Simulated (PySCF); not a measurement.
Cl$_{3}$H$_{2}$NTi, SMILES `N[Ti](Cl)(Cl)Cl`.

PySCF calculation, BP86/def2-TZVP, gas phase; geometry: GFN2-xTB. This is a single-reference result, which may miss multireference character in this system. No frequency check shows the geometry to be a minimum. GFN2-xTB bond lengths at metals and heavier atoms can be off by up to 0.1 Å and shapes distorted, which carries into these values.

Input

```python
import numpy as np
from pyscf import gto, scf, dft, lo
from pyscf.data.elements import chemcore

def solve(mol, dm0=None, hcore=None):
    mf = (dft.UKS if mol.spin else dft.RKS)(mol, xc='bp86')
    mf.grids.level = 3
    mf = mf.density_fit(auxbasis='def2-universal-jkfit')
    mf.conv_tol, mf.max_cycle = 1e-8, 80
    if hcore is not None:
        mf.get_hcore = lambda *args: hcore
    mf.kernel(dm0)
    if not mf.converged:
        mf = mf.newton().run(mf.mo_coeff, mf.mo_occ, max_cycle=30)
    assert mf.converged, 'SCF not converged'
    return mf

mol = gto.M(atom='''
N     -0.00015     0.07863    -2.09842
Ti    -0.00019     0.01644    -0.28384
Cl    -1.72749     0.95410     0.53939
Cl     1.72311     0.96187     0.53929
Cl     0.00474    -1.98019     0.47009
H     -0.82785     0.08797    -2.69778
H      0.82720     0.09170    -2.69783
''', basis='def2-tzvp', charge=0, spin=0, verbose=4)
mf = solve(mol)
occ_all = mf.mo_coeff[:, mf.mo_occ > 0]
occ = occ_all[:, chemcore(mol):]
loc = lo.ibo.ibo(mol, occ, iaos=lo.iao.iao(mol, occ_all))
fock, s = mf.get_fock(), mf.get_ovlp()
ortho = lo.orth_ao(mol, 'meta_lowdin')
ortho = lo.vec_lowdin(lo.iao.iao(mol, occ_all), s)
labels = lo.iao.reference_mol(mol).ao_labels(fmt=None)
vir = lo.vvo.livvo(mol, occ_all, mf.mo_coeff[:, mf.mo_occ == 0])
both = np.hstack([loc, vir])
p = (ortho.T @ s @ both) ** 2
pop = np.array([p[[l[0] == a for l in labels]].sum(0) for a in range(mol.natm)])
spd = np.array([[p[[l[0] == a and l[2][-1] == k for l in labels]].sum(0) for k in 'spd'] for a in range(mol.natm)])
eps = np.einsum('pi,pq,qi->i', both, fock, both)
for i in np.argsort(eps):
    top = np.argsort(-pop[:, i])[:3]
    print('%3d %s %9.4f Eh ' % (i + 1, 'occ' if i < loc.shape[1] else 'vir', eps[i]), '  '.join('%s%d %.3f' % (mol.atom_symbol(a), a + 1, pop[a, i]) for a in top))
np.savez('result.npz', c=both, nocc=loc.shape[1], pop=pop, spd=spd, eps=eps, e=mf.e_tot)
```

Launched as:

```sh
OMP_NUM_THREADS=1 python input.py
```

The run took 26 s on 1 thread of Intel(R) Xeon(R) 6975P-C (Granite Rapids) (shared host), peak memory 0.68 GiB.

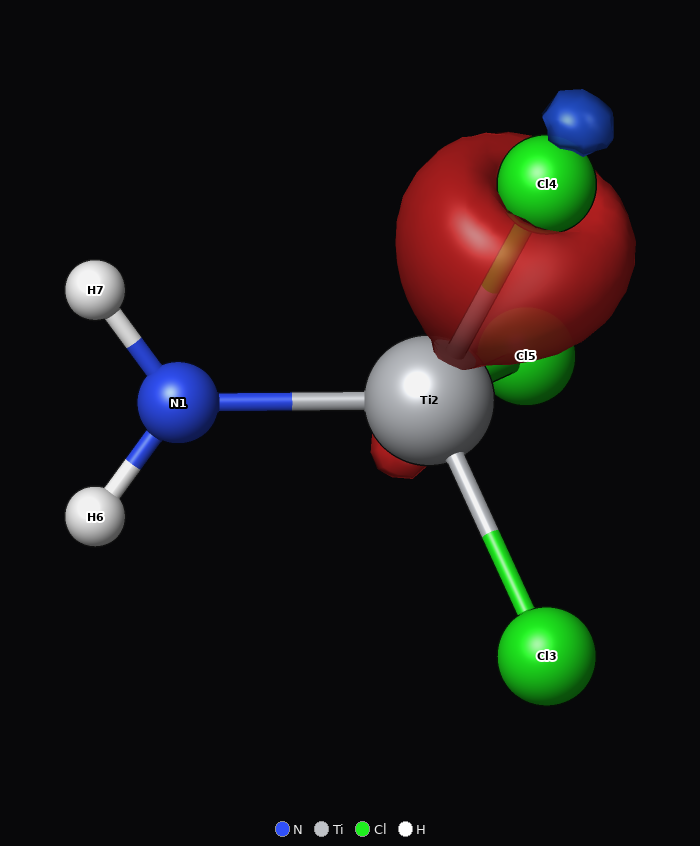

Intrinsic bond orbitals (IBO), occupied; each surface holds about 70 % of the orbital's density. Energies are diagonal elements of the Fock matrix.

Question: What does this orbital represent?

Answer: Pair mostly on Cl4, shared in part with Ti2 (Cl4 81 %, Ti2 19 %; −13.2 eV).
